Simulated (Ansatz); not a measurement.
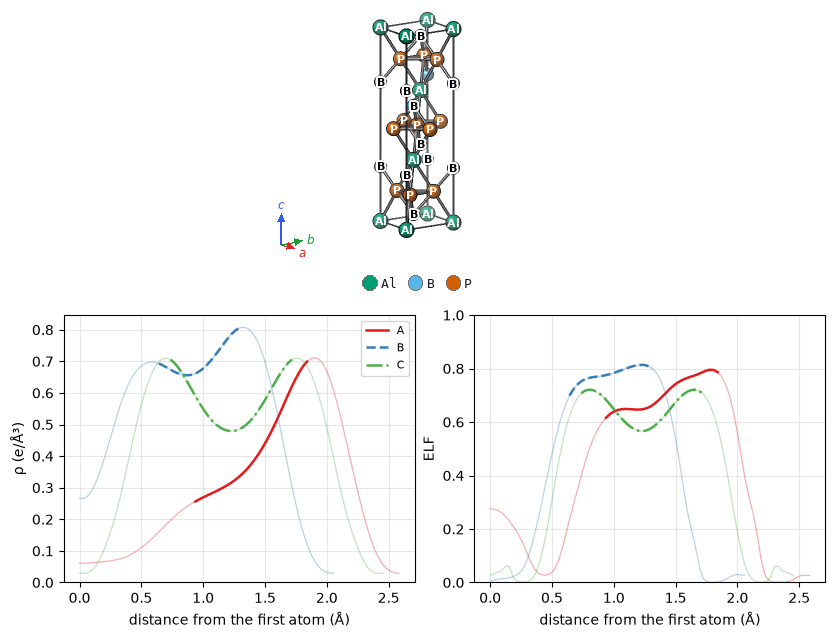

Figure. AlB2P3. Valence pseudo-density and ELF along straight lines between neighbouring atoms. Thin, pale parts lie inside the atomic spheres. The structure is drawn too.

Space group R-3m; a structure generated by program, which may or may not match a known phase.

All numbers below come from DFT PBE, scalar-relativistic, plane waves, PAW (Ansatz).

The density is the valence pseudo-density of a PAW calculation; it isn't the true density close to the nuclei.

Input file:

```
crystal:
  lattice:
    - [2.4451017833, 1.4116801728, 4.3115168787]
    - [-2.4451017833, 1.4116801728, 4.3115168787]
    - [0.0, -2.8233603456, 4.3115168787]
  atoms:
    - { symbol: Al, position: [0.0, 0.0, 0.0] }
    - { symbol: B, position: [0.7166157501, 0.7166157501, 0.7166157501] }
    - { symbol: B, position: [0.2833842499, 0.2833842499, 0.2833842499] }
    - { symbol: P, position: [0.0, 0.5, 0.0] }
    - { symbol: P, position: [0.5, 0.0, 0.0] }
    - { symbol: P, position: [0.0, 0.0, 0.5] }
basis:
  ecutwfc: 420
kpoints:
  mp_grid: { grid: [12, 12, 12] }
hamiltonian:
  xc: pbe
scf:
  occupations: { method: gaussian, width: 0.1 }
output:
  forces: true
  stress: true
  eigenvalues: true
  write_density: true
  write_potential: true
  elf: true
  volumetric_format: npy
relax:
  adjacent_minimum: "off"
  f_tol: 0.01
  max_steps: 80
  cell: { stress_tol: 0.05 }
```

Run with:

```sh
ansatz run input.yaml --threads 1 --pin off --max-ram 2560MiB --backend cpu --events-out ev --progress --plain --runs-dir out
```

Below, planes, directions and counts refer to the conventional cell (a = 4.91 Å, b = 4.91 Å, c = 12.95 Å, α = 90.00°, β = 90.00°, γ = 120.00°).

The fields are those of the run's last geometry, not of the input's.

> Which curve belongs to which contact (Al–P, B–P and P–P)? The first atom named is at distance zero.

Curve A: Al–P (2.58 Å): the density is about 0.33 e/Å³ at the midpoint; the ELF peaks at about 0.80 in the valence shell of P, 0.8 Å from its nucleus, and is about 0.65 at the midpoint. Curve B: B–P (2.05 Å): ρ at the midpoint is about 0.69 e/Å³; the ELF peaks at about 0.80 between the atoms. Curve C: P–P (2.45 Å): ρ is about 0.48 e/Å³ halfway; the ELF peaks at about 0.70 between the atoms.
